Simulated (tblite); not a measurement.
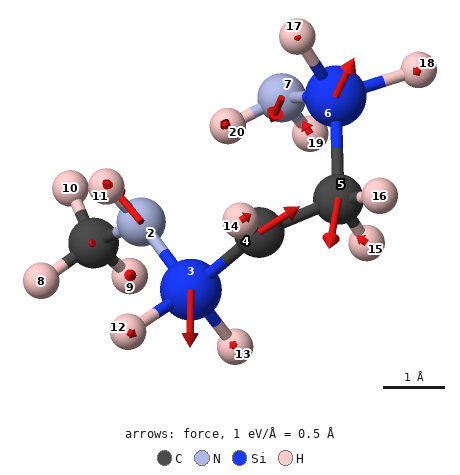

Starting geometry of C₃H₁₃N₂Si₂ (multiplicity 2) with the computed forces as red arrows. Style: ball-and-stick. Shown from a free direction.

Computed with GFN2-xTB geometry optimisation, gas phase in tblite 0.8.0. 

Is this structure relaxed? If not, where do the atoms go?

It isn't relaxed: the largest force vector, on a C atom, is 2.26 eV/Å. The final displacements have little in common with the starting forces (cosine between the two patterns 0.19). An H atom moves most after the best rigid fit: 1.21 Å. Largest moves by element: H 1.21 Å, N 0.30 Å, C 0.15 Å, Si 0.09 Å. Among the contacts that change: C–Si 1.877 → 1.937 Å, N–Si 1.692 → 1.747 Å, C–C 1.507 → 1.456 Å, C–Si 1.804 → 1.842 Å. Bond angles that change, for instance: N–Si–H 107.5° → 117.7°, Si–N–H 110.0° → 120.1°, Si–N–H 108.8° → 118.4°. The energy falls by 10.9 kcal/mol in 215 geometry steps.
